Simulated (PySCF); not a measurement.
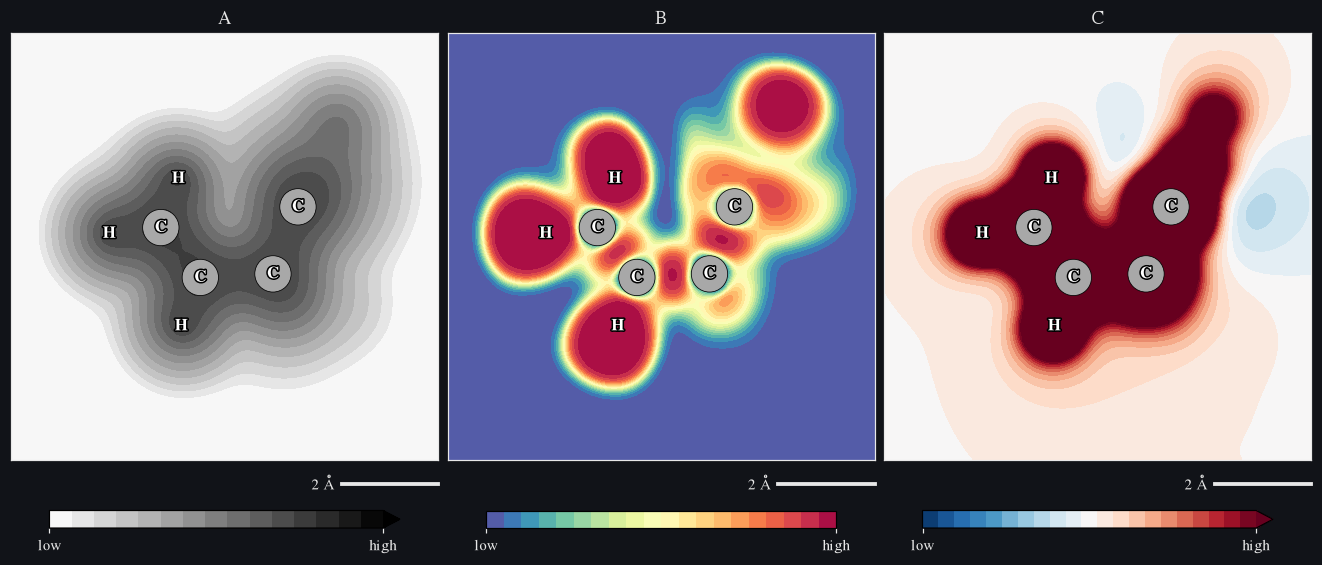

C₇H₁₀S (SMILES C=C[C@H]1C=CSCC1): 3 fields on the plane of atoms C1, C2 and H11, with unlabelled colour scales. Grey discs cover the atomic cores.

Geometry: GFN2-xTB.

These are results of PBE0/pcSseg-1, SCF density, gas phase, non-relativistic (PySCF), not measurements.

Which field does each panel show? The fields are: electron density, electron localisation function and electrostatic potential.

Panel A: electron density. Panel B: electron localisation function. Panel C: electrostatic potential (strongly positive close to the atoms, with negative regions outside electron-rich atoms). From the grid: C–C (1.32 Å): the density is about 2.3 e/Å³ at the midpoint; the ELF peaks at about 0.90 between the atoms (a short, multiple covalent bond). C–H (1.08 Å): ρ at the midpoint is about 2 e/Å³; the ELF climbs to about 1 towards the hydrogen, as it does in any bond to H (an ordinary covalent bond to hydrogen).
